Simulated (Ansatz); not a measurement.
Start from ZnSiP₂ in the chalcopyrite structure (space group I-42d, No. 122; a = 5.306 Å, c = 10.380 Å).

Now apply this change: cell and atoms relaxed at a pressure of 2.1 GPa.

The values are results of LDA (Ansatz, an electronic-structure program; PAW; 420 eV plane waves; no SOC), not measurements.

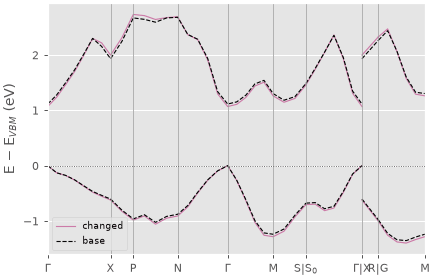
Figure. Highest valence and lowest conduction band along the path, each from its own valence-band maximum

### Question
Read the changed gap and its character from the plot.

### Answer
About 1.1 eV, direct at Γ.

Load acts through the strain it causes; cell and atoms are relaxed under it. Whether these cells are dynamically stable was not tested.
